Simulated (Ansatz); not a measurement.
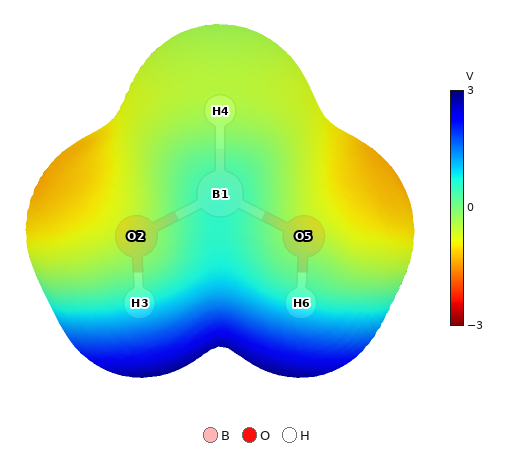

BH3O2. The molecular electrostatic potential painted on the density surface at 0.002 e/bohr³, seen across its widest extent; red is negative and blue positive.

These are results of RKS PBE/def2-SVP in Ansatz 0.2.0, not measurements.

```xyz
6

B    -0.0049   -0.0665   -0.0114
O    -0.0253   -0.0641    1.3579
H    -0.8889   -0.2889    1.7507
H     1.0479    0.2078   -0.5486
O    -1.0664   -0.3506   -0.8288
H    -1.8933   -0.5659   -0.3592
```

Where is the surface potential most negative and most positive?

Answer. The most negative region (about −1.4 V) lies over O2 and O5, the most positive (about +2.9 V) over H3 and H6.
